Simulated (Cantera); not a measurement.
Input: 1 mol SiCl₄, 1.5 mol Cl₂, a varied amount of H₂, equilibrated at 575 K and 0.240 bar.

Cantera equilibrium calculation (NASA polynomials, part measured and part estimated; ideal gas, pure solids and liquids). Candidate condensed phases: Si; 19 gas species. Rates play no part.

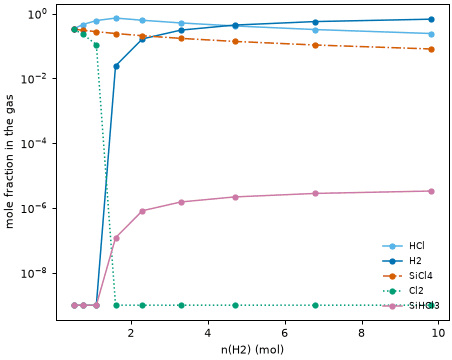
Figure. Equilibrium gas composition (values under 1e-9 drawn at 1e-9)

Problem. Read off the mole fractions at 1.1 mol H₂.

Solution. HCl about 0.61, SiCl₄ about 0.28, Cl₂ about 0.11.
